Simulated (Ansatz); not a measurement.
## Run report: C₂H₂BrN, molecular dynamics (part 1 of 2)

C₂H₂BrN, SMILES N=C=CBr, computed with RKS BLYP-d3bjatm/6-31G* (Ansatz 0.2.0).

The geometry comes from this level: PBE0-D4/def2-TZVP. Figures and captions count atoms from 1; the log counts them from 0 in places.

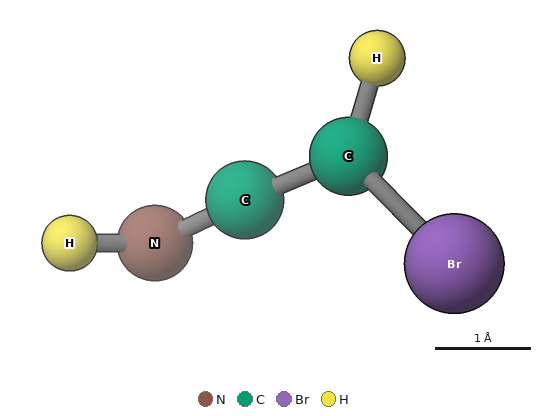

**Figure 1.** The input geometry (ball-and-stick view, seen at a tilt). Bond lengths as drawn: Br–C 1.88 Å, C–C 1.30 Å, C–H 1.08 Å, C–N 1.22 Å and H–N 1.02 Å.

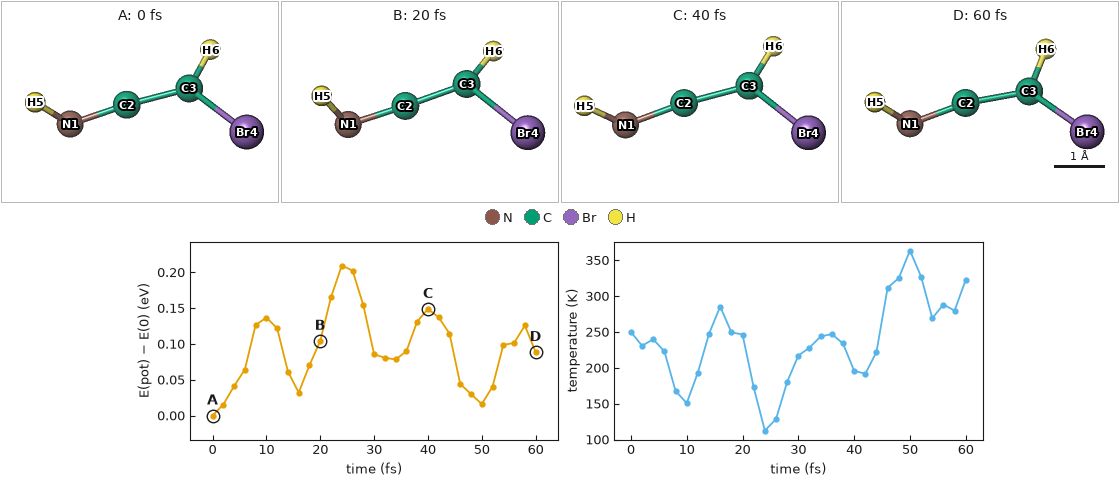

**Figure 2.** Frames of the molecular dynamics (ball-and-stick, seen at a tilt) above the curves, on which the letters mark them. The trajectory kept here has 31 frames over 60 fs. The temperature starts at 250 K, ranges from 113 to 363 K and averages 267 K over the second half. The potential energy ends 0.089 eV above its first value. After an unweighted best fit of the last frame on the first, the root-mean-square displacement is 0.06 Å.

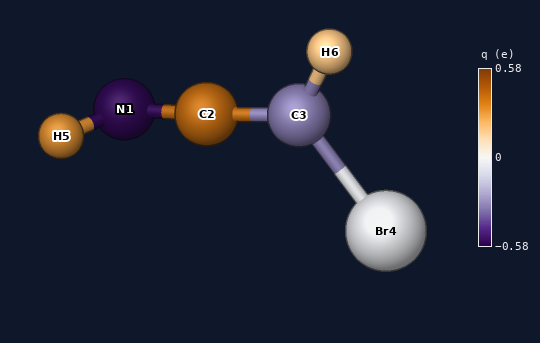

**Figure 3.** Mulliken charges, as the colour of each atom (ball-and-stick view, seen at a tilt; atoms are numbered from 1 in the order of the input). By element: N −0.55, C −0.32 to +0.40, Br −0.02 and H +0.19 to +0.30 e.

The input and output of the run follow.

Input file
```yaml
crystal:
  periodic: [false, false, false]
  atoms:
    - {symbol: N, position_ang: [1.151297, 0.226591, -1.166077]}
    - {symbol: C, position_ang: [0.349784, 0.121648, -0.256863]}
    - {symbol: C, position_ang: [-0.404577, -0.029408, 0.796600]}
    - {symbol: Br, position_ang: [-1.231906, -1.680299, 1.154179]}
    - {symbol: H, position_ang: [0.778351, 0.525637, -2.065830]}
    - {symbol: H, position_ang: [-0.600947, 0.771731, 1.491892]}
basis:
  gaussian: {orbitals: "6-31G*"}
hamiltonian: {xc: {name: BLYP}, dispersion: d3bjatm}
md: {timestep: 2 fs, n_steps: 30, ensemble: nvt_langevin, temperature: 300, initial_velocities: maxwell_boltzmann, friction: 0.01, seed: 356}
```

Run as:
```bash
ansatz run in.yaml --threads 2 --pin off --events-out ev --progress --plain --max-ram 4352MiB
```

Output
```
Functional definition: BLYP
  name "BLYP"
  cite "Becke, Phys. Rev. A 38, 3098 (1988) doi:10.1103/PhysRevA.38.3098"
  cite "Lee, Yang & Parr, Phys. Rev. B 37, 785 (1988) doi:10.1103/PhysRevB.37.785"
  parameter beta = 0.0042
  parameter a = 0.04918
  parameter b = 0.132
  parameter c = 0.2533
  parameter d = 0.349
  exchange = b88_x(beta = beta)
  correlation = lyp_c(a = a, b = b, c = c, d = d)
944 factors; their error is unknown
mean field evaluation 1: about -73625.2018 eV, gradient 5.7e1 eV
mean field evaluation 2: about -73610.5378 eV, gradient 9.2e1 eV
mean field evaluation 4: about -73632.2596 eV, gradient 9.7e0 eV
mean field evaluation 8: about -73632.4857 eV, gradient 6.9e-2 eV
mean field evaluation 16: about -73632.4406 eV, gradient 3.6e-5 eV
mean field -73632.44061287 eV, -2705.9422826623 hartree, gradient 3.6e-5 eV, S^2 0.000000; 0 other end points of the search recorded, 0 dependent functions left out
the calculation of the forces begins
reference -73632.44087289 eV, -2705.9422922176 hartree; 28, 28 occupied and 56, 56 virtual orbitals, 944 factors
md step     0: t =     0.00 fs  T =   250.0 K  F+E_penalty+E_count = -73632.70653790 eV  E_kin = 0.193890 eV  (27 SCF iters)
these checks for a lower state are left out or cut short: starts, cluster_reference, orbital_swaps, neighbouring_geometries, increment
944 factors; their error is unknown
mean field -73632.42631445 eV, -2705.9417572049 hartree, gradient 1.1e-5 eV, S^2 0.000000; 0 other end points of the search recorded, 0 dependent functions left out
the calculation of the forces begins
reference -73632.42657383 eV, -2705.9417667368 hartree; 28, 28 occupied and 56, 56 virtual orbitals, 944 factors
md step     1: t =     2.00 fs  T =   230.7 K  F+E_penalty+E_count = -73632.69112772 eV  E_kin = 0.178946 eV  (31 SCF iters, 3 dispersion substeps)
[... from here on the SCF iterations and repeated set-up lines of each step are left out, up to the last step ...]
md step     2: t =     4.00 fs  T =   239.8 K  F+E_penalty+E_count = -73632.66547293 eV  E_kin = 0.185969 eV  (31 SCF iters, 3 dispersion substeps)
md step     3: t =     6.00 fs  T =   222.9 K  F+E_penalty+E_count = -73632.64224359 eV  E_kin = 0.172846 eV  (31 SCF iters, 3 dispersion substeps)
md step     4: t =     8.00 fs  T =   167.8 K  F+E_penalty+E_count = -73632.58007633 eV  E_kin = 0.130147 eV  (31 SCF iters, 3 dispersion substeps)
md step     5: t =    10.00 fs  T =   150.7 K  F+E_penalty+E_count = -73632.56976547 eV  E_kin = 0.116891 eV  (31 SCF iters, 3 dispersion substeps)
md step     6: t =    12.00 fs  T =   193.4 K  F+E_penalty+E_count = -73632.58468701 eV  E_kin = 0.149984 eV  (32 SCF iters, 3 dispersion substeps)
md step     7: t =    14.00 fs  T =   247.5 K  F+E_penalty+E_count = -73632.64512136 eV  E_kin = 0.191975 eV  (32 SCF iters, 3 dispersion substeps)
md step     8: t =    16.00 fs  T =   285.4 K  F+E_penalty+E_count = -73632.67438351 eV  E_kin = 0.221383 eV  (32 SCF iters, 3 dispersion substeps)
md step     9: t =    18.00 fs  T =   249.5 K  F+E_penalty+E_count = -73632.63635131 eV  E_kin = 0.193472 eV  (31 SCF iters, 3 dispersion substeps)
md step    10: t =    20.00 fs  T =   246.4 K  F+E_penalty+E_count = -73632.60227939 eV  E_kin = 0.191070 eV  (31 SCF iters, 3 dispersion substeps)
md step    11: t =    22.00 fs  T =   172.8 K  F+E_penalty+E_count = -73632.54145462 eV  E_kin = 0.133989 eV  (31 SCF iters, 3 dispersion substeps)
md step    12: t =    24.00 fs  T =   112.5 K  F+E_penalty+E_count = -73632.49706715 eV  E_kin = 0.087262 eV  (31 SCF iters, 3 dispersion substeps)
md step    13: t =    26.00 fs  T =   128.5 K  F+E_penalty+E_count = -73632.50410600 eV  E_kin = 0.099644 eV  (32 SCF iters, 3 dispersion substeps)
md step    14: t =    28.00 fs  T =   180.3 K  F+E_penalty+E_count = -73632.55235920 eV  E_kin = 0.139869 eV  (31 SCF iters, 3 dispersion substeps)
md step    15: t =    30.00 fs  T =   217.1 K  F+E_penalty+E_count = -73632.62086249 eV  E_kin = 0.168344 eV  (32 SCF iters, 3 dispersion substeps)
md step    16: t =    32.00 fs  T =   228.1 K  F+E_penalty+E_count = -73632.62589439 eV  E_kin = 0.176939 eV  (32 SCF iters, 3 dispersion substeps)
md step    17: t =    34.00 fs  T =   243.7 K  F+E_penalty+E_count = -73632.62816492 eV  E_kin = 0.188980 eV  (50 SCF iters, 3 dispersion substeps)
md step    18: t =    36.00 fs  T =   247.0 K  F+E_penalty+E_count = -73632.61681362 eV  E_kin = 0.191535 eV  (31 SCF iters, 3 dispersion substeps)
md step    19: t =    38.00 fs  T =   233.9 K  F+E_penalty+E_count = -73632.57523376 eV  E_kin = 0.181438 eV  (31 SCF iters, 3 dispersion substeps)
md step    20: t =    40.00 fs  T =   195.9 K  F+E_penalty+E_count = -73632.55783189 eV  E_kin = 0.151938 eV  (32 SCF iters, 3 dispersion substeps)
md step    21: t =    42.00 fs  T =   191.6 K  F+E_penalty+E_count = -73632.56952612 eV  E_kin = 0.148601 eV  (31 SCF iters, 3 dispersion substeps)
md step    22: t =    44.00 fs  T =   222.0 K  F+E_penalty+E_count = -73632.59198333 eV  E_kin = 0.172203 eV  (32 SCF iters, 3 dispersion substeps)
md step    23: t =    46.00 fs  T =   311.7 K  F+E_penalty+E_count = -73632.66238394 eV  E_kin = 0.241723 eV  (31 SCF iters, 3 dispersion substeps)
md step    24: t =    48.00 fs  T =   325.0 K  F+E_penalty+E_count = -73632.67656727 eV  E_kin = 0.252075 eV  (31 SCF iters, 3 dispersion substeps)
md step    25: t =    50.00 fs  T =   363.5 K  F+E_penalty+E_count = -73632.69041883 eV  E_kin = 0.281915 eV  (31 SCF iters, 3 dispersion substeps)
md step    26: t =    52.00 fs  T =   327.1 K  F+E_penalty+E_count = -73632.66614965 eV  E_kin = 0.253658 eV  (31 SCF iters, 3 dispersion substeps)
md step    27: t =    54.00 fs  T =   269.1 K  F+E_penalty+E_count = -73632.60790322 eV  E_kin = 0.208742 eV  (32 SCF iters, 3 dispersion substeps)
md step    28: t =    56.00 fs  T =   288.2 K  F+E_penalty+E_count = -73632.60519826 eV  E_kin = 0.223543 eV  (31 SCF iters, 3 dispersion substeps)
md step    29: t =    58.00 fs  T =   279.7 K  F+E_penalty+E_count = -73632.58073111 eV  E_kin = 0.216938 eV  (31 SCF iters, 3 dispersion substeps)
these checks for a lower state are left out or cut short: starts, cluster_reference, orbital_swaps, neighbouring_geometries, increment
944 factors; their error is unknown
mean field -73632.35247979 eV, -2705.9390438311 hartree, gradient 1.2e-5 eV, S^2 0.000000; 0 other end points of the search recorded, 0 dependent functions left out
the calculation of the forces begins
reference -73632.35273873 eV, -2705.9390533472 hartree; 28, 28 occupied and 56, 56 virtual orbitals, 944 factors
944 factors; their error is unknown
mean field evaluation 256: about -73632.3525 eV, gradient 1.2e-4 eV
mean field -73632.35247979 eV, -2705.9390438311 hartree, gradient 1.3e-5 eV, S^2 0.000000; 1 other end points of the search recorded, 0 dependent functions left out
the calculation of the forces begins
reference -73632.35273873 eV, -2705.9390533472 hartree; 28, 28 occupied and 56, 56 virtual orbitals, 944 factors
md step    30: t =    60.00 fs  T =   322.8 K  F+E_penalty+E_count = -73632.61801626 eV  E_kin = 0.250323 eV  (49 SCF iters, 3 dispersion substeps)
Total energy: -73632.61827521 eV, -2705.9488116326 hartree
Atom 0 at     1.174470     0.248715    -1.188458 Å, force    -0.030649     0.485280    -2.124545 eV/Å
Atom 1 at     0.350218     0.127520    -0.287352 Å, force     0.366944    -0.389823     0.571142 eV/Å
Atom 2 at    -0.211819    -0.103993     0.868678 Å, force    -0.303750     1.218394     0.676016 eV/Å
Atom 3 at    -1.212745    -1.657753     1.177934 Å, force    -0.503131    -0.817788     0.320134 eV/Å
Atom 4 at     0.702515     0.630190    -2.057523 Å, force     0.669419    -0.127413     0.374034 eV/Å
Atom 5 at    -0.277409     0.738377     1.568183 Å, force    -0.198833    -0.368650     0.183218 eV/Å
Dipole moment:    -0.165863     0.314215    -0.166676 e Å
```

Trajectory as extended XYZ (Å, eV, eV/Å), 31 frames, from step=0 to step=30
```
6
Properties=species:S:1:pos:R:3:forces:R:3 step=0 time_fs=0.0 energy=-73632.70654 temperature=250.0
N     1.1513    0.2266   -1.1661    1.4743  -0.0105  -0.9218
C     0.3498    0.1216   -0.2569   -0.5891   0.0125   0.5166
C    -0.4046   -0.0294    0.7966   -0.1329   0.4712   0.4853
Br   -1.2319   -1.6803    1.1542   -0.4744  -0.8869   0.2383
H     0.7784    0.5256   -2.0658   -0.1863   0.1806  -0.5757
H    -0.6009    0.7717    1.4919   -0.0917   0.2331   0.2573
6
Properties=species:S:1:pos:R:3:forces:R:3 step=1 time_fs=2.0 energy=-73632.69113 temperature=230.7
N     1.1432    0.2238   -1.1787    1.5033   0.3616  -2.0788
C     0.3673    0.1156   -0.2563   -1.8686  -0.0524   1.8072
C    -0.4198   -0.0247    0.8095    0.8647   0.7736  -0.7039
Br   -1.2311   -1.6807    1.1547   -0.5139  -0.8784   0.2784
H     0.7859    0.5541   -2.1078    0.0791  -0.2297   0.5262
H    -0.6044    0.7960    1.4940   -0.0646   0.0252   0.1709
6
Properties=species:S:1:pos:R:3:forces:R:3 step=2 time_fs=4.0 energy=-73632.66547 temperature=239.8
N     1.1407    0.2216   -1.1969    0.9458   0.3170  -1.2927
C     0.3802    0.1074   -0.2484   -1.7935   0.1373   1.3665
C    -0.4321   -0.0186    0.8208    1.4163   0.9733  -1.2496
Br   -1.2311   -1.6817    1.1560   -0.5360  -0.8336   0.3163
H     0.7988    0.5760   -2.1300    0.0003  -0.3660   0.8054
H    -0.6055    0.8199    1.4991   -0.0329  -0.2279   0.0539
6
Properties=species:S:1:pos:R:3:forces:R:3 step=3 time_fs=6.0 energy=-73632.64224 temperature=222.9
N     1.1420    0.2208   -1.2193    0.2484  -0.2267   1.2011
C     0.3896    0.0993   -0.2349   -0.9006   0.4778  -0.1623
C    -0.4400   -0.0104    0.8289    1.6339   0.8544  -1.4632
Br   -1.2316   -1.6831    1.1590   -0.5287  -0.7471   0.3300
H     0.8125    0.5876   -2.1212   -0.4294  -0.0866   0.0260
H    -0.6080    0.8323    1.5045   -0.0236  -0.2717   0.0685
6
Properties=species:S:1:pos:R:3:forces:R:3 step=4 time_fs=8.0 energy=-73632.58008 temperature=167.8
N     1.1442    0.2191   -1.2391   -0.2476  -0.7380   3.2994
C     0.3972    0.0943   -0.2213   -0.0636   0.7947  -1.6155
C    -0.4430    0.0008    0.8328    1.6084   0.4232  -1.5044
Br   -1.2331   -1.6844    1.1622   -0.4764  -0.6050   0.3027
H     0.8094    0.5944   -2.1122   -0.7999   0.2094  -0.6733
H    -0.6118    0.8287    1.5158   -0.0208  -0.0844   0.1912
6
Properties=species:S:1:pos:R:3:forces:R:3 step=5 time_fs=10.0 energy=-73632.56976 temperature=150.7
N     1.1446    0.2144   -1.2499   -0.8831  -0.3959   2.8807
C     0.4042    0.0944   -0.2117    0.3255   0.9519  -2.3822
C    -0.4405    0.0140    0.8324    1.3920  -0.0496  -1.3346
Br   -1.2349   -1.6859    1.1654   -0.3821  -0.4090   0.2397
H     0.7739    0.6084   -2.1326   -0.4494  -0.2087   0.3181
H    -0.6110    0.8172    1.5344   -0.0029   0.1113   0.2783
6
Properties=species:S:1:pos:R:3:forces:R:3 step=6 time_fs=12.0 energy=-73632.58469 temperature=193.4
N     1.1448    0.2094   -1.2532   -1.1701   0.0210   1.8222
C     0.4147    0.0976   -0.2097    0.2122   0.9275  -2.2326
C    -0.4335    0.0261    0.8268    1.0726  -0.0684  -0.7708
Br   -1.2363   -1.6885    1.1690   -0.2543  -0.1862   0.1509
H     0.7225    0.6123   -2.1440    0.0204  -0.5622   1.1072
H    -0.6061    0.8118    1.5653    0.1192  -0.1317  -0.0769
6
Properties=species:S:1:pos:R:3:forces:R:3 step=7 time_fs=14.0 energy=-73632.64512 temperature=247.5
N     1.1446    0.2068   -1.2523   -0.7580   0.0279   1.2617
C     0.4286    0.1041   -0.2153   -0.3509   0.7278  -1.1850
C    -0.4252    0.0369    0.8180    0.9254  -0.1505  -0.4704
Br   -1.2377   -1.6921    1.1726   -0.1107   0.0374   0.0510
H     0.6755    0.5942   -2.1138    0.1022  -0.3940   0.6870
H    -0.5919    0.8013    1.5908    0.1919  -0.2487  -0.3443
```
